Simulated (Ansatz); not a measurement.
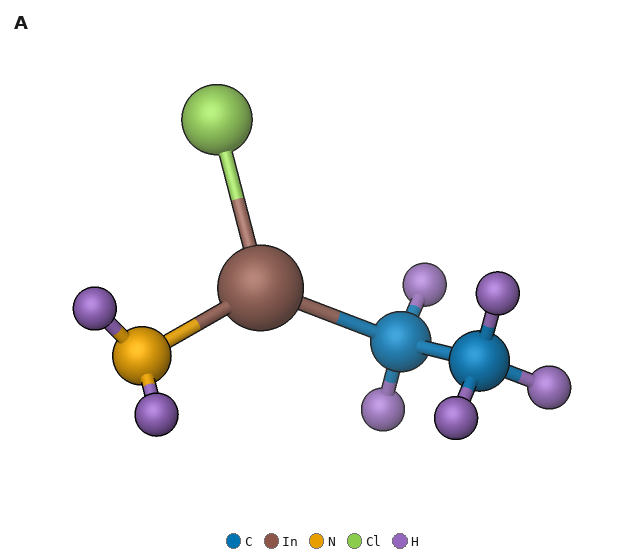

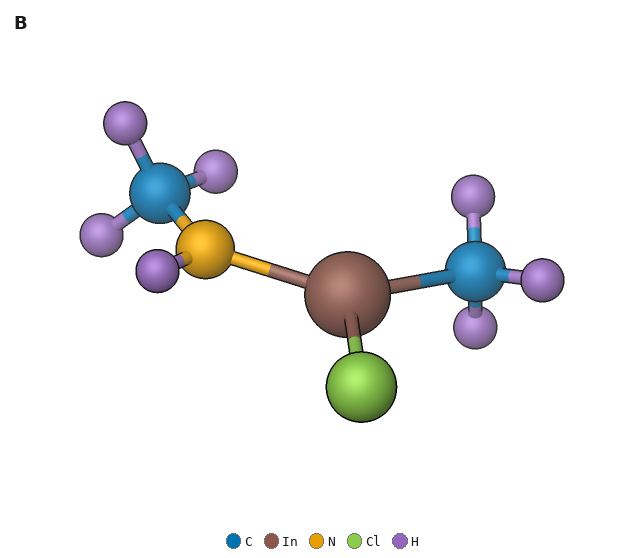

2 stationary structures of one formula. Geometries: PBE-D4/def2-SVP. Electronic energies: PBE-D4/def2-SVP (Ansatz 0.2.0), without zero-point energy. No frequency run is at hand to confirm each as a minimum. Each is one conformer, not always the lowest.

**Rank them by energy, lowest first.**

A is lowest; B lies 4.7 kcal/mol above it. A is `C[CH2][In]([NH2])[Cl]`, B is `C[NH][In]([CH3])[Cl]`.
